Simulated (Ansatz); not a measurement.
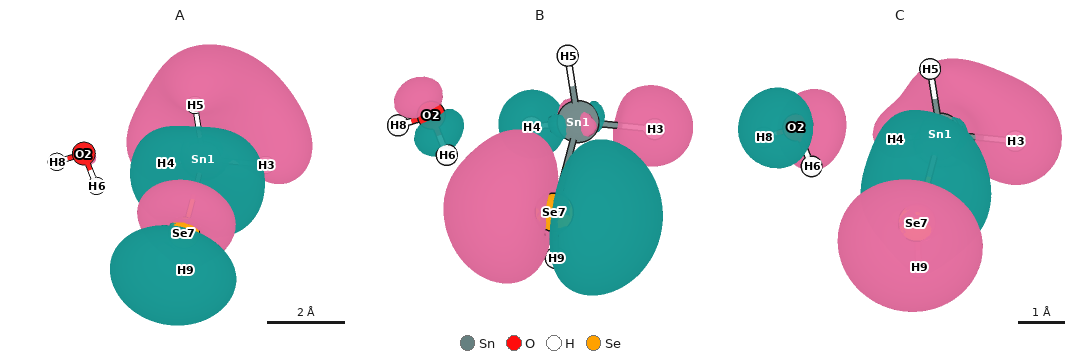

The picture shows: H4SeSn···H2O. Three frontier orbitals at ±0.06 Å⁻³ᐟ² (teal and pink are the two phases), in no order.

The product side of a reaction path; geometry: PBE0-D4/def2-TZVP; core potentials replace the inner electrons of Sn.

Level of theory: RKS PBE0-D4/def2-TZVPP (Ansatz 0.2.0).

Input

```
crystal:
  periodic: [false, false, false]
  atoms:
    - {symbol: Sn, position_ang: [-0.533993, -0.533290, -1.076909]}
    - {symbol: O, position_ang: [0.052265, 1.841250, 1.107291]}
    - {symbol: H, position_ang: [-0.786217, -1.826734, -2.168030]}
    - {symbol: H, position_ang: [-1.717893, -0.585360, 0.142371]}
    - {symbol: H, position_ang: [-0.449933, 0.942714, -1.906045]}
    - {symbol: H, position_ang: [0.767108, 1.200948, 1.219677]}
    - {symbol: Se, position_ang: [1.770154, -0.880974, -0.031477]}
    - {symbol: H, position_ang: [-0.403179, 1.866559, 1.951658]}
    - {symbol: H, position_ang: [1.301684, -2.025114, 0.761466]}
basis:
  gaussian: {orbitals: def2-TZVPP}
hamiltonian: {xc: pbe0, dispersion: d4}
output: {orbitals: {seedname: orbitals}}
```

Launched as:

```sh
ansatz run in.yaml --threads 4 --pin off --events-out ev --progress --plain --max-ram 9574MiB
```

### Order the three orbitals by energy and name them.

C is the HOMO−1 (−8.50 eV). By Hirshfeld shares it lies mainly on Se7 (about 55 %), Sn1 (about 20 %), O2 (about 10 %) and H3 (about 5 %). B is the HOMO (−7.09 eV). By Hirshfeld shares it lies mainly on Se7 (about 80 %) and Sn1 (about 5 %); largely a lone pair of Se7. A is the LUMO (−0.80 eV). By Hirshfeld shares it lies mainly on Sn1 (about 50 %) and Se7 (about 35 %).

### What is the HOMO–LUMO gap?

6.29 eV between the orbital energies.
